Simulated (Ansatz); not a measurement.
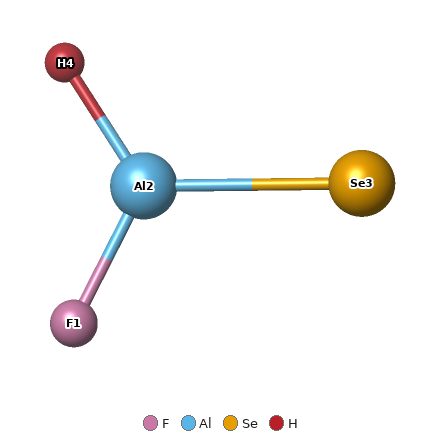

The system is AlFHSe, SMILES [F][AlH][Se], spin multiplicity 2; the picture shows the reference structure. 
- The first coordinate is: bond length Al2–Se3; the second: bond length Al2–H4.
- Nothing is relaxed (all other coordinates rigid).
- Grid: 13 × 13 points. At 25 points there is no value.
- Energies are in kcal/mol, from the relaxed molecule at the same level.
- Theory: UHF/def2-TZVP in Ansatz 0.2.0.

Its coordinates:

| atom | x (Å) | y (Å) | z (Å) |
| --- | --- | --- | --- |
| F | 0.7239 | -0.6224 | 1.3925 |
| Al | 0.1256 | 0.1159 | 0.0746 |
| Se | -1.4837 | -1.0270 | -1.1369 |
| H | 0.6342 | 1.5334 | -0.3301 |

Range: bond length Al2–Se3 from 1.945 to 3.011 Å; bond length Al2–H4 from 1.341 to 2.183 Å.

Predict the map.

The lowest grid point is at bond length Al2–Se3 = 2.301 Å, bond length Al2–H4 = 1.552 Å, 0.044 kcal/mol from the relaxed molecule at the same level. It is the only kind of minimum in the scanned range. The highest grid point, bond length Al2–Se3 = 1.945 Å, bond length Al2–H4 = 2.183 Å, lies 65.5 kcal/mol above the lowest. Round the minimum the two coordinates are nearly uncoupled.

| bond length Al2–H4 ↓, bond length Al2–Se3 → | 1.945 | 2.034 | 2.123 | 2.212 | 2.301 | 2.389 | 2.478 | 2.567 | 2.656 | 2.744 | 2.833 | 2.922 | 3.011 |
| --- | --- | --- | --- | --- | --- | --- | --- | --- | --- | --- | --- | --- | --- |
| 2.183 | 65.5 | 49.7 | 40.3 | 35.5 | 34.2 | 35.2 | 37.9 | 41.9 | 46.6 | 51.5 | 56.6 | 61.3 | 65.3 |
| 2.113 | 60.5 | – | 35.1 | – | 28.9 | 29.9 | 32.6 | 36.6 | 41.3 | – | 51.8 | 56.8 | 61.2 |
| 2.043 | 55.5 | 39.6 | 30.0 | 25.1 | 23.7 | 24.6 | 27.4 | 31.3 | 36.0 | 41.2 | 46.7 | 52.0 | 56.7 |
| 1.973 | 50.7 | – | 25.1 | – | 18.7 | – | 22.3 | – | 30.9 | – | 41.6 | 47.1 | 52.0 |
| 1.902 | 46.1 | 30.0 | 20.4 | 15.4 | 13.8 | 14.7 | 17.4 | 21.3 | 26.0 | 31.2 | 36.7 | 42.2 | 47.4 |
| 1.832 | 42.0 | 25.8 | 16.1 | – | 9.5 | 10.3 | 13.0 | – | 21.5 | – | 32.2 | – | 43.0 |
| 1.762 | 38.4 | 22.2 | 12.4 | 7.3 | 5.7 | 6.5 | 9.1 | 12.9 | 17.6 | 22.7 | 28.2 | 33.8 | 39.2 |
| 1.692 | 35.6 | 19.3 | 9.5 | 4.4 | 2.7 | – | 6.0 | 9.8 | 14.4 | 19.6 | 25.0 | 30.6 | 36.1 |
| 1.622 | 33.9 | 17.5 | 7.6 | 2.4 | 0.7 | 1.4 | 3.9 | 7.7 | 12.3 | 17.4 | 22.9 | 28.5 | 33.9 |
| 1.552 | 33.5 | – | 7.1 | – | 0.0 | – | 3.2 | – | 11.5 | – | 22.1 | – | 33.1 |
| 1.481 | 35.0 | 18.5 | 8.4 | 3.1 | 1.3 | 1.9 | 4.3 | 8.0 | 12.6 | 17.6 | 23.1 | 28.7 | 34.2 |
| 1.411 | 38.8 | – | 12.1 | – | 4.8 | – | 7.8 | – | 16.0 | – | 26.5 | – | 37.5 |
| 1.341 | 45.7 | 29.1 | 18.9 | 13.5 | 11.5 | 12.0 | 14.4 | 18.0 | 22.5 | 27.5 | 32.9 | 38.5 | 44.0 |

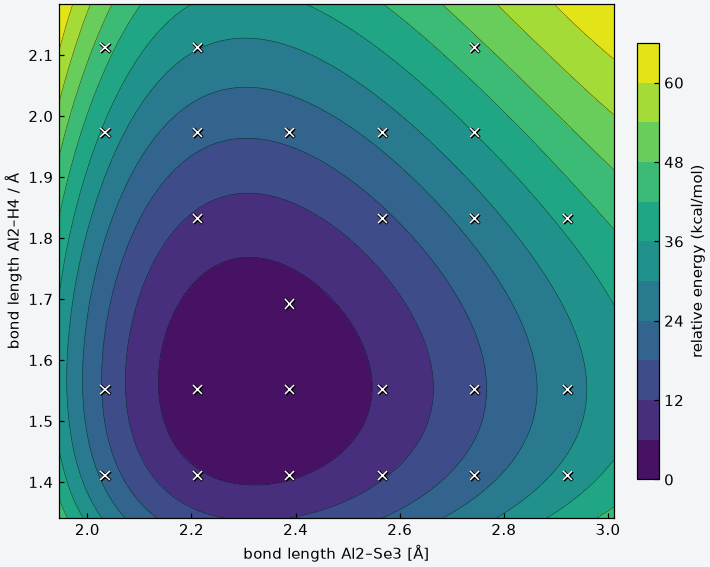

The picture shows filled contours, crosses at grid points without a value. Between grid points the surface is interpolated.

The whole map (144 points run) took 71 min on 1 thread of Arm Neoverse N1 (shared host).
